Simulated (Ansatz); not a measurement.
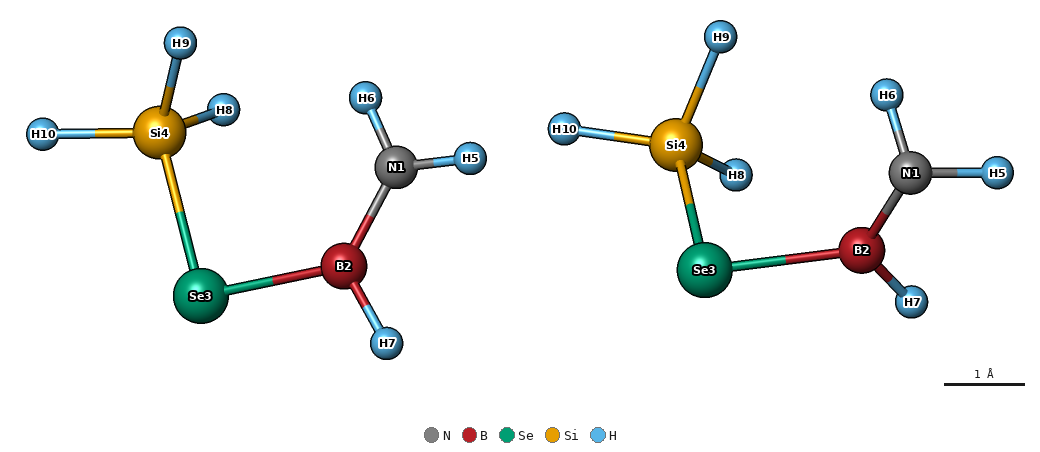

Two geometries of BSiNH6Se, drawn at one scale. One is the start of a relaxation, the other its converged end. The picture is a ball-and-stick view, seen at a tilt.

The calculation used Ansatz 0.2.0, RKS PBE/def2-SVP. Settings: no spin polarisation; force threshold 0.015 eV/Å; at most 40 steps.

Which of the two is the end point?

The left one is the relaxed one. The run prepares an end point of a later path (inversion) calculation, from a guessed geometry. After 17 accepted moves (18 points after the start) the energy has fallen by 1.094 eV. The largest force component goes from 2.7 to 0.006 eV/Å. The line search rejected the trial step at point 5 of the run. The largest move after the best rigid fit is that of H7, 1.54 Å. By element the largest moves are H 1.54 Å, N 0.73 Å, Se 0.70 Å, B 0.29 Å, Si 0.16 Å. Near-neighbour distances that change, for instance: N1–H5 1.105 → 1.021 Å, Se3–Si4 2.225 → 2.298 Å, N1–B2 1.469 → 1.399 Å, B2–H7 1.163 → 1.215 Å. Bond angles that change, for instance: B2–N1–H5 106.9° → 121.3°, B2–N1–H6 111.5° → 125.3°, H5–N1–H6 103.6° → 113.3°. Groups turn about B2–Se3 by about 85°. The run took 42 s on 2 threads of Intel(R) Xeon(R) Platinum 8488C (Sapphire Rapids) (shared host), peak memory 0.17 GiB.
